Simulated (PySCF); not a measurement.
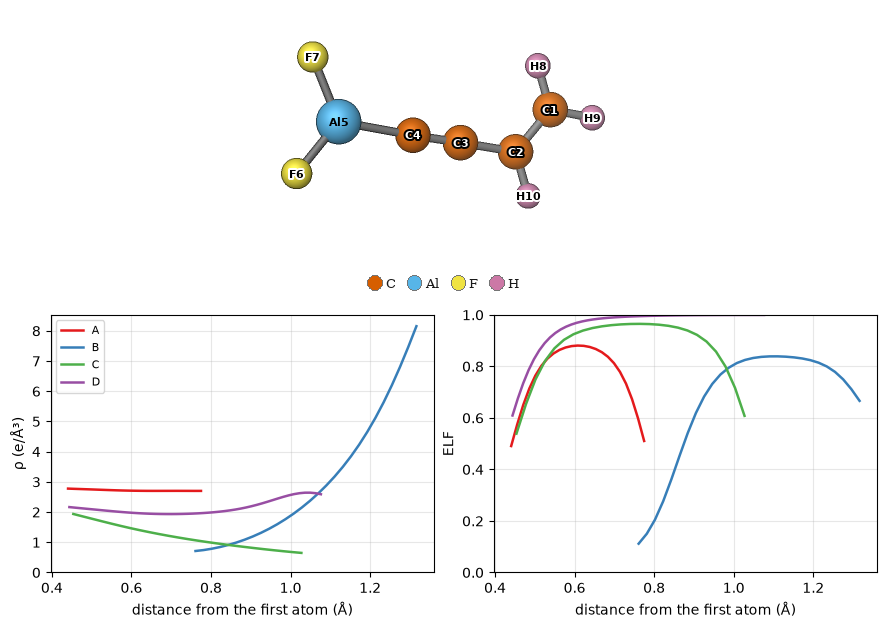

The picture shows: C₄H₃AlF₂ (SMILES C=CC#[C][Al]([F])[F]). Electron density and ELF along straight lines between neighbouring atoms. The curves leave out the atomic cores. The structure is drawn too.

Geometry: GFN2-xTB.

All numbers below come from PySCF, CAM-B3LYP/def2-SVPD, SCF density, gas phase.

The calculation's input:

```
{"job": {"kind": "uv", "xc": "CAM-B3LYP", "basis": "def2-SVPD", "nstates": 8, "ntriplets": 3}, "charge": 0, "multiplicity": 1}
C     -2.408351    -0.222727     0.719136
C     -1.418231    -0.814405     0.058254
C     -0.095844    -0.328302     0.062264
C      1.047763     0.083332     0.057687
Al     2.831420     0.769191     0.072873
F      4.045382     0.086217    -0.803072
F      3.245675     2.087265     0.966975
H     -2.244323     0.670369     1.298843
H     -3.410793    -0.613917     0.697964
H     -1.583815    -1.712370    -0.524687
```

Launched as:

```sh
OMP_NUM_THREADS=1 python probes_run.py task.json out
```

Q: Which curve belongs to which contact (Al–F, C–Al, C–C and C–H)? The first atom named is at distance zero.

A: Curve A: C–C (1.22 Å): ρ at the midpoint is about 2.7 e/Å³; the ELF peaks at about 0.90 between the atoms: a short, multiple covalent bond. Curve B: Al–F (1.65 Å): ρ at the midpoint is about 0.84 e/Å³; the ELF peaks at about 0.85 in the valence shell of F, 0.5 Å from its nucleus, and is about 0.30 at the midpoint. Curve C: C–Al (1.91 Å): ρ is about 0.74 e/Å³ halfway; the ELF peaks at about 0.95 between the atoms: a polar covalent bond. Curve D: C–H (1.08 Å): ρ at the midpoint is about 2 e/Å³; the ELF climbs to about 1 towards the hydrogen, as it does in any bond to H (a covalent bond by its length).
